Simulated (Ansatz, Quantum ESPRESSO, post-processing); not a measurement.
# Gate doping of 1T-TiO2, 2 layers, AB stacking, part 5 of 9

How rigid are the bands of 1T-TiO2, 2 layers, AB stacking under field-effect doping?

Quantum ESPRESSO 7.5; plane-wave DFT, PBE, GBRV ultrasoft pseudopotentials; geometry by Ansatz 0.2.0 with PAW datasets.

So far. Step 7 (Ground state: charge -0.0155 e against a gate): The run needed 17 iterations to bring the estimated error under 1e-07 Ry. Step 8 (Density by pp.x): The density integrates to 48.016 electrons, as the 48.02 of the input ask.

### Step 11. Self-consistent run: charge -0.0465 e against a gate

File g2.in:

```
&control
  prefix = 'g2'
  outdir = './out'
  pseudo_dir = './pseudo'
  calculation = 'scf'
  tprnfor = .true.
  tefield = .true.
  dipfield = .true.
  gate = .true.
/
&system
  ibrav = 0
  nat = 6
  ntyp = 2
  ecutwfc = 40
  ecutrho = 200
  occupations = 'smearing'
  smearing = 'fd'
  degauss = 0.004
  edir = 3
  emaxpos = 0.179911
  eopreg = 0.01
  eamp = 0.0
  zgate = 0.191911
  block = .true.
  block_1 = 0.125735
  block_2 = 0.258087
  block_height = 2.0
  tot_charge = -0.0465
  nbnd = 30
/
&electrons
  conv_thr = 1e-07
  mixing_beta = 0.4
  electron_maxstep = 120
  mixing_mode = 'local-TF'
  startingpot = 'file'
/
ATOMIC_SPECIES
  O   15.9990  o_pbe_v1.2.uspp.F.UPF
  Ti  47.8670  ti_pbe_v1.4.uspp.F.UPF
CELL_PARAMETERS angstrom
  2.97899948869649 -0.00000000000000 -0.00000000000000
  -1.48949974434824 2.57988923507201 0.00000000000000
  -0.00000000000000 0.00000000000000 30.22238424610000
ATOMIC_POSITIONS crystal
  O   0.666666666667 0.333333333333 0.393906882657
  Ti  0.000000000000 0.000000000000 0.425961922492
  O   0.333333333333 0.666666666667 0.457777996127
  O   -0.000000000000 0.000000000000 0.542222005052
  Ti  0.333333333333 0.666666666667 0.574038074779
  O   0.666666666667 0.333333333333 0.606093118894
K_POINTS automatic
  12 12 1 0 0 0
```

The run is started by

```sh
> cp -r out/g1.save out/g2.save
> OMP_NUM_THREADS=1 mpirun -n 4 pw.x -nk 4 -in g2.in > g2.out
```

Log:

```text
[banner, memory and clock lines left out]
Program PWSCF v.7.5 starts
[...]
Message from routine setup:
[...]
number of electrons       =        48.05
     number of Kohn-Sham states=           30
     kinetic-energy cutoff     =      40.0000  Ry
     charge density cutoff     =     200.0000  Ry
[...]
number of k points=    19  Fermi-Dirac smearing, width (Ry)=  0.0040
[...]
Dense  grid:    74813 G-vectors     FFT dimensions: (  27,  27, 270)
[...]
The initial density is read from file :
[...]
negative rho (up, down):  8.291E-03 0.000E+00
[...]
Starting wfcs are   36 randomized atomic wfcs
[...]
negative rho (up, down):  8.795E-03 0.000E+00
[...]
estimated scf accuracy    <       0.05808725 Ry
[...]
negative rho (up, down):  1.043E-02 0.000E+00
[...]
estimated scf accuracy    <       0.03049211 Ry
[...]
negative rho (up, down):  1.252E-02 0.000E+00
[...]
estimated scf accuracy    <       0.01056358 Ry
[...]
negative rho (up, down):  1.414E-02 0.000E+00
[...]
estimated scf accuracy    <       0.00616529 Ry
[...]
negative rho (up, down):  1.243E-02 0.000E+00
[...]
estimated scf accuracy    <       0.00336276 Ry
[...]
negative rho (up, down):  1.202E-02 0.000E+00
[...]
estimated scf accuracy    <       0.00201056 Ry
[...]
negative rho (up, down):  1.022E-02 0.000E+00
[...]
estimated scf accuracy    <       0.00109588 Ry
[...]
negative rho (up, down):  9.775E-03 0.000E+00
[...]
estimated scf accuracy    <       0.00047583 Ry
[...]
negative rho (up, down):  9.225E-03 0.000E+00
[...]
estimated scf accuracy    <       0.00025637 Ry
[...]
negative rho (up, down):  8.901E-03 0.000E+00
[...]
estimated scf accuracy    <       0.00015681 Ry
[...]
negative rho (up, down):  8.835E-03 0.000E+00
[...]
estimated scf accuracy    <       0.00018939 Ry
[...]
negative rho (up, down):  8.622E-03 0.000E+00
[...]
estimated scf accuracy    <       0.00019095 Ry
[...]
negative rho (up, down):  8.432E-03 0.000E+00
[...]
estimated scf accuracy    <       0.00003191 Ry
[...]
negative rho (up, down):  8.399E-03 0.000E+00
[...]
estimated scf accuracy    <       0.00000918 Ry
[...]
negative rho (up, down):  8.336E-03 0.000E+00
[...]
estimated scf accuracy    <       0.00000360 Ry
[...]
negative rho (up, down):  8.338E-03 0.000E+00
[...]
estimated scf accuracy    <       0.00000087 Ry
[...]
negative rho (up, down):  8.338E-03 0.000E+00
[...]
estimated scf accuracy    <       0.00000089 Ry
[...]
negative rho (up, down):  8.312E-03 0.000E+00
[...]
estimated scf accuracy    <       0.00000082 Ry
[...]
negative rho (up, down):  8.309E-03 0.000E+00
[...]
estimated scf accuracy    <       0.00000090 Ry
[...]
negative rho (up, down):  8.289E-03 0.000E+00
[...]
estimated scf accuracy    <       0.00000041 Ry
[...]
negative rho (up, down):  8.283E-03 0.000E+00
[...]
estimated scf accuracy    <       0.00000023 Ry
[...]
negative rho (up, down):  8.250E-03 0.000E+00
[...]
Total length         56.5409 bohr
[...]
estimated scf accuracy    <       0.00000024 Ry
[...]
negative rho (up, down):  8.197E-03 0.000E+00
[...]
Computed dipole along edir(3) :
[...]
Dipole               -0.4990 Ry au,         -1.2683 Debye
        Dipole field         -0.0040 Ry au,
        Potential amp.        0.4524 Ry
        Total length         56.5409 bohr
[...]
the Fermi energy is    -0.5589 ev
!    total energy              =    -378.13053110 Ry
     estimated scf accuracy    <       0.00000007 Ry
     smearing contrib. (-TS)   =      -0.00057393 Ry
     internal energy E=F+TS    =    -378.12995717 Ry
[...]
one-electron contribution =   -5492.28715278 Ry
     hartree contribution      =    2751.08123077 Ry
     xc contribution           =     -65.28360352 Ry
     ewald contribution        =    2440.43988670 Ry
     electric field correction =       0.00199618 Ry
     gate field correction     =     -12.08231452 Ry
     convergence has been achieved in  23 iterations
     negative rho (up, down):  8.197E-03 0.000E+00
[...]
Total force =     0.020786     Total SCF correction =     0.000561
[...]
```

Run time: 57 s. Hardware: 4 MPI ranks of Arm Neoverse V1, shared host; peak memory 0.72 GiB.

Read from the output:

- Fermi energy: -0.5589 eV

### Step 12. Density by pp.x

File g2.rho.in:

```
&inputpp
  prefix = 'g2'
  outdir = './out'
  filplot = 'g2.rho.dat'
  plot_num = 0
/
```

The run is started by

```sh
> OMP_NUM_THREADS=1 mpirun -n 4 pp.x -in g2.rho.in > g2.rho.out
```

The job ended after 0.98 s (4 MPI ranks; peak memory 0.11 GiB).

This step gave:

- electrons by integration: 48.05 e

### Step 13. Electrostatic potential

plot_num = 11 writes the bare and Hartree potential. It leaves out exchange and correlation, which fade slowly, so it flattens close to the surface.

File g2.pot.in:

```
&inputpp
  prefix = 'g2'
  outdir = './out'
  filplot = 'g2.pot.dat'
  plot_num = 11
/
```

The run is started by

```sh
> OMP_NUM_THREADS=1 mpirun -n 4 pp.x -in g2.pot.in > g2.pot.out
```

The job ended after 0.97 s (4 MPI ranks; peak memory 0.11 GiB; 3.5 s of CPU time).

### Step 14. Bands along a path: charge -0.0465 e against a gate

File g2.bands.in:

```
&control
  prefix = 'g2.bands'
  outdir = './out'
  pseudo_dir = './pseudo'
  calculation = 'bands'
  tefield = .true.
  dipfield = .true.
  gate = .true.
/
&system
  ibrav = 0
  nat = 6
  ntyp = 2
  ecutwfc = 40
  ecutrho = 200
  occupations = 'smearing'
  smearing = 'fd'
  degauss = 0.004
  edir = 3
  emaxpos = 0.179911
  eopreg = 0.01
  eamp = 0.0
  zgate = 0.191911
  block = .true.
  block_1 = 0.125735
  block_2 = 0.258087
  block_height = 2.0
  tot_charge = -0.0465
  nbnd = 30
/
&electrons
  conv_thr = 1e-07
  mixing_beta = 0.4
  electron_maxstep = 120
  mixing_mode = 'local-TF'
/
ATOMIC_SPECIES
  O   15.9990  o_pbe_v1.2.uspp.F.UPF
  Ti  47.8670  ti_pbe_v1.4.uspp.F.UPF
CELL_PARAMETERS angstrom
  2.97899948869649 -0.00000000000000 -0.00000000000000
  -1.48949974434824 2.57988923507201 0.00000000000000
  -0.00000000000000 0.00000000000000 30.22238424610000
ATOMIC_POSITIONS crystal
  O   0.666666666667 0.333333333333 0.393906882657
  Ti  0.000000000000 0.000000000000 0.425961922492
  O   0.333333333333 0.666666666667 0.457777996127
  O   -0.000000000000 0.000000000000 0.542222005052
  Ti  0.333333333333 0.666666666667 0.574038074779
  O   0.666666666667 0.333333333333 0.606093118894
K_POINTS crystal_b
4
  0.0000000000 0.0000000000 0.0000000000 14
  0.5000000000 0.0000000000 0.0000000000 14
  0.3333333333 0.3333333333 0.0000000000 14
  0.0000000000 0.0000000000 0.0000000000 1
```

The run is started by

```sh
> cp -r out/g2.save out/g2.bands.save
> cp out/g2.xml out/g2.bands.xml
> OMP_NUM_THREADS=1 mpirun -n 4 pw.x -nk 4 -in g2.bands.in > g2.bands.out
```

Log:

```text
[banner, memory and clock lines left out]
Program PWSCF v.7.5 starts
[citation notice left out]

[...]
Message from routine setup:
[...]
bravais-lattice index     =            0
     lattice parameter (alat)  =       5.6295  a.u.
     unit-cell volume          =    1567.4612 (a.u.)^3
     number of atoms/cell      =            6
     number of atomic types    =            2
     number of electrons       =        48.05
     number of Kohn-Sham states=           30
     kinetic-energy cutoff     =      40.0000  Ry
     charge density cutoff     =     200.0000  Ry
     Exchange-correlation=  SLA  PW   PBX  PBC
                           (   1   4   3   4   0   0   0)

[...]
PseudoPot. # 1 for O  read from file:
     ./pseudo/o_pbe_v1.2.uspp.F.UPF
     Pseudo is Ultrasoft + core correction, Zval =  6.0
     Generated by new atomic code, or converted to UPF format
     Using radial grid of  737 points,  5 beta functions with:
                l(1) =   0
                l(2) =   0
                l(3) =   1
                l(4) =   1
                l(5) =   2
     Q(r) pseudized with  8 coefficients,  rinner =    0.900   0.900   0.900
                                                       0.900   0.900

     PseudoPot. # 2 for Ti read from file:
     ./pseudo/ti_pbe_v1.4.uspp.F.UPF
     Pseudo is Ultrasoft + core correction, Zval = 12.0
     Generated by new atomic code, or converted to UPF format
     Using radial grid of  851 points,  6 beta functions with:
                l(1) =   0
                l(2) =   0
                l(3) =   1
                l(4) =   1
                l(5) =   2
                l(6) =   2
     Q(r) pseudized with  6 coefficients,  rinner =    1.000   1.000   1.000
                                                       1.000   1.000

     atomic species   valence    mass     pseudopotential
     O                 6.00    15.99900     O ( 1.00)
     Ti               12.00    47.86700     Ti( 1.00)

      6 Sym. Ops. (no inversion) found ( 6 have fractional translation)

                                    s                        frac. trans.

      isym =  1     identity

 cryst.   s( 1) = (     1          0          0      )
                  (     0          1          0      )
                  (     0          0          1      )

 cart.    s( 1) = (  1.0000000  0.0000000  0.0000000 )
                  (  0.0000000  1.0000000  0.0000000 )
                  (  0.0000000  0.0000000  1.0000000 )

      isym =  2     120 deg rotation - cryst. axis [0,0,1]

 cryst.   s( 2) = (     0          1          0      )
                  (    -1         -1          0      )
                  (     0          0          1      )

 cart.    s( 2) = ( -0.5000000 -0.8660254  0.0000000 )
                  (  0.8660254 -0.5000000  0.0000000 )
                  (  0.0000000  0.0000000  1.0000000 )

      isym =  3     120 deg rotation - cryst. axis [0,0,-1]

 cryst.   s( 3) = (    -1         -1          0      )
                  (     1          0          0      )
                  (     0          0          1      )

 cart.    s( 3) = ( -0.5000000  0.8660254  0.0000000 )
                  ( -0.8660254 -0.5000000  0.0000000 )
                  (  0.0000000  0.0000000  1.0000000 )

      isym =  4     inv. 180 deg rotation - cart. axis [1,0,0]

 cryst.   s( 4) = (    -1          0          0      )
                  (     1          1          0      )
                  (     0          0          1      )

 cart.    s( 4) = ( -1.0000000  0.0000000  0.0000000 )
                  (  0.0000000  1.0000000  0.0000000 )
                  (  0.0000000  0.0000000  1.0000000 )

      isym =  5     inv. 180 deg rotation - cryst. axis [0,1,0]

 cryst.   s( 5) = (     1          1          0      )
                  (     0         -1          0      )
                  (     0          0          1      )

 cart.    s( 5) = (  0.5000000  0.8660254  0.0000000 )
                  (  0.8660254 -0.5000000  0.0000000 )
                  (  0.0000000  0.0000000  1.0000000 )

      isym =  6     inv. 180 deg rotation - cryst. axis [1,1,0]

 cryst.   s( 6) = (     0         -1          0      )
                  (    -1          0          0      )
                  (     0          0          1      )

 cart.    s( 6) = (  0.5000000 -0.8660254  0.0000000 )
                  ( -0.8660254 -0.5000000  0.0000000 )
                  (  0.0000000  0.0000000  1.0000000 )

[...]
number of k points=    43  Fermi-Dirac smearing, width (Ry)=  0.0040
[...]
Dense  grid:    74813 G-vectors     FFT dimensions: (  27,  27, 270)

     Smooth grid:    53593 G-vectors     FFT dimensions: (  24,  24, 240)

     Dynamical RAM for                 wfc:       3.07 MB

     Dynamical RAM for     wfc (w. buffer):       3.07 MB

     Dynamical RAM for           str. fact:       2.28 MB

     Dynamical RAM for           local pot:       0.00 MB

     Dynamical RAM for          nlocal pot:       8.99 MB

     Dynamical RAM for                qrad:       2.27 MB

     Dynamical RAM for          rho,v,vnew:       7.93 MB

     Dynamical RAM for           G-vectors:       4.69 MB

     Dynamical RAM for          h,s,v(r/c):       0.16 MB

     Dynamical RAM for          <psi|beta>:       0.04 MB

     Dynamical RAM for                 psi:       6.13 MB

     Dynamical RAM for                hpsi:       6.13 MB

     Dynamical RAM for                spsi:       6.13 MB

     Dynamical RAM for      wfcinit/wfcrot:       6.15 MB

     Dynamical RAM for           addusdens:      55.08 MB

     Adding charged plate to compensate the charge of the system - add_gatefield
     see PRB 89, 245406 (2014), works only for 2D systems perpendicular to z
                                i.e. 3rd lattice vector is (0,0,c)

        prefactor of the potential in [Ha a.u.]:    -0.010645
               position of the gate within cell:     0.19191
         ion-gate + gate-gate contribution to the total energy:   -12.082315
                         gate-gate contribution:     0.004712

        Adding potential to prevent charge spilling into region of the gate
        Potential is linearly increased and decreased within the first/last eopreg of block_size
        block_size =  0.13235 in units of unit cell length
        block_height =  2.00000 in Ry

     Check: negative core charge=   -0.000002

     The potential is recalculated from file :
     ./out/g2.bands.save/charge-density

     negative rho (up, down):  8.197E-03 0.000E+00

     Adding external electric field

     Computed dipole along edir(3) :
        Elec. dipole         -4.0704 Ry au,        -10.3460 Debye
        Ion. dipole          -4.0744 Ry au,        -10.3561 Debye
        Dipole               -0.4990 Ry au,         -1.2683 Debye
        Dipole field         -0.0040 Ry au,

        Potential amp.        0.4524 Ry
        Total length         56.5409 bohr

     Starting wfcs are   36 randomized atomic wfcs

     Band Structure Calculation
     Davidson diagonalization with overlap

     Computing kpt #:     1  of    11 on this pool

     Computing kpt #:     2  of    11 on this pool

     Computing kpt #:     3  of    11 on this pool

     Computing kpt #:     4  of    11 on this pool

     Computing kpt #:     5  of    11 on this pool

     Computing kpt #:     6  of    11 on this pool

     Computing kpt #:     7  of    11 on this pool

     Computing kpt #:     8  of    11 on this pool

     Computing kpt #:     9  of    11 on this pool

     Computing kpt #:    10  of    11 on this pool

     Computing kpt #:    11  of    11 on this pool

     ethr =  2.08E-10,  avg # of iterations = 31.3

     End of band structure calculation

          k = 0.0000 0.0000 0.0000 (  6715 PWs)   bands (ev):

   -59.5760 -59.4519 -35.8591 -35.7304 -35.5701 -35.5701 -35.4416 -35.4416
   -20.8027 -20.5780 -19.0206 -18.7718  -7.2994  -6.9943  -6.9943  -6.8082
    -6.8082  -6.6930  -4.3265  -3.5675  -3.5675  -3.5103  -3.3546  -3.3546
    -0.5741  -0.5741  -0.4276  -0.4276   1.1076   1.2975

          k = 0.0357 0.0206 0.0000 (  6729 PWs)   bands (ev):

   -59.5750 -59.4510 -35.8575 -35.7287 -35.5781 -35.5716 -35.4496 -35.4431
   -20.7852 -20.5607 -19.0291 -18.7810  -7.2836  -7.0091  -6.9808  -6.8181
    -6.7946  -6.6684  -4.2901  -3.6439  -3.5980  -3.4944  -3.4123  -3.3852
    -0.5536  -0.5412  -0.4062  -0.3942   1.1032   1.2925

[...]
```

Wall time 32 s (4 MPI ranks); peak memory 0.38 GiB.

Numbers from this step:

| Property | Result |
| --- | --- |
| valence top, on the run's zero | -3.132 eV |
| conduction bottom, on the run's zero | -0.5741 eV |
| gap by band count | 2.558 eV |

Band numbers count within the set of bands kept for display. Electronic bands along the path, in eV, zero at the Fermi level; # counts the bands kept:

```
point     #9    #10    #11    #12    #13    #14   #15   #16
    Γ  -3.01  -2.95  -2.80  -2.80  -0.02  -0.02  0.13  0.13
    M  -4.03  -3.81  -3.53  -3.24   0.16   0.42  1.05  1.11
    K  -4.24  -4.05  -3.76  -3.62   0.20   0.35  1.25  1.28
    Γ  -3.01  -2.95  -2.80  -2.80  -0.02  -0.02  0.13  0.13
```

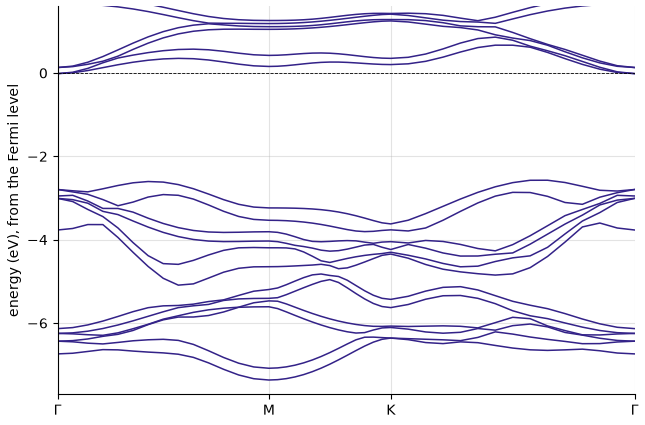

Electronic bands along the path.

An edge by band count lies at the Fermi level or within reach of the smearing, so that band is partly filled.

Along this path the valence top lies between K and Γ and the conduction bottom at Γ.

### Step 15. Induced charge

The planar mean oscillates, so the rows of the table below give means over windows of 2.5 Å about each position, cut where the curve ends. Its maxima inside the range that stand out by 2 % of the span (Å: e/Å³): 11.3: 0.00408, 12.1: 0.00202, 13.2: 7.9e-4, 15.8: 3.7e-4. Its minima: 11.9: 0.00163, 12.9: -8.0e-4, 14.3: -5.4e-4, 17.3: -8.3e-5.

The planar mean by z; means over each step:

```
z (Å)  planar mean (e/Å³)
  5.0                   0
  7.5              4.0e-6
 10.0             0.00115
 12.5             0.00125
 15.0             -4.8e-5
 17.5              6.4e-5
 20.0             -2.8e-7
```

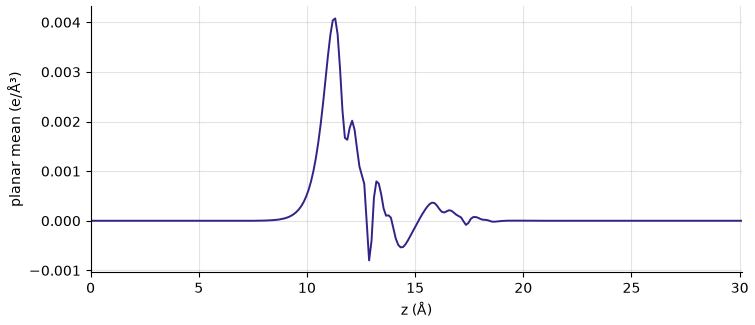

Planar mean, plotted against z.

Table of running integral, electrons below z by z:

```
z (Å)  running integral, electrons below z (e/Å²)
    6                                     -6.2e-9
    8                                      7.4e-7
   10                                      2.6e-4
   12                                     0.00497
   14                                     0.00601
   16                                     0.00585
   18                                     0.00605
   20                                     0.00605
   22                                     0.00605
   24                                     0.00605
   26                                     0.00605
   28                                     0.00605
   30                                     0.00605
```

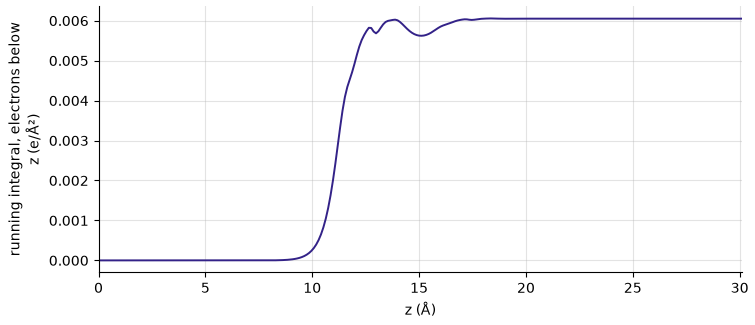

Running integral, electrons below z against z.

(Continued in part 6 of 9.)

[Logs are printed without paths, hosts, clocks, repeated set-up lines and the standing remarks that a program may print on its own settings, such as how far it seeks lower states.]

[Hosts, paths, dates, database ids (printed as entryN), source tags and the programs' standing remarks are cut or masked in the printed files.]

[Maps of the electrostatic potential energy from Ansatz leave out the sawtooth potential of an applied field or a dipole correction, so their vacuum need not be flat; planar profiles and work functions include it.]
